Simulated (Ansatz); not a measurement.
Fluorite PbF2 (high-temperature phase) was calculated with RPBE (Ansatz, a quantum-chemistry and plane-wave program, PAW).

Settings: plane-wave cutoff 520 eV, 10×10×10 k mesh, Fermi–Dirac smearing 0.01 eV, scalar-relativistic PAW data made under PBE.

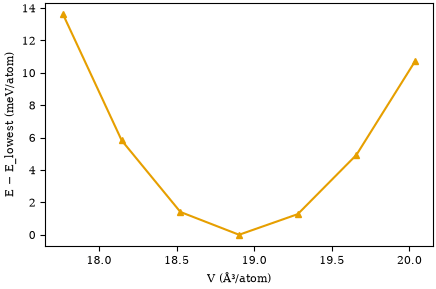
Figure. Total energy against volume

From the curve, estimate the equilibrium volume and the bulk modulus.

V0 ≈ 18.9 Å³/atom and B0 ≈ 57 GPa; the fit gives V0 = 18.905 Å³/atom, B0 = 56.7 GPa, B′ = 4.8.

Measured, for comparison: bulk modulus 64 GPa, equilibrium volume per atom 17.46 Å³/atom (temperature not stated, not corrected to a static lattice; as tabulated in Cadelano and Cappellini (2011), arXiv:1107.5962). Computed (rounded) less measured: bulk modulus -11 %, equilibrium volume per atom +8.2 %.

Spin–orbit coupling is not included; it can shift volumes and moduli of such heavy elements.

Cost on a shared machine: about 40 core-seconds (a rough figure).
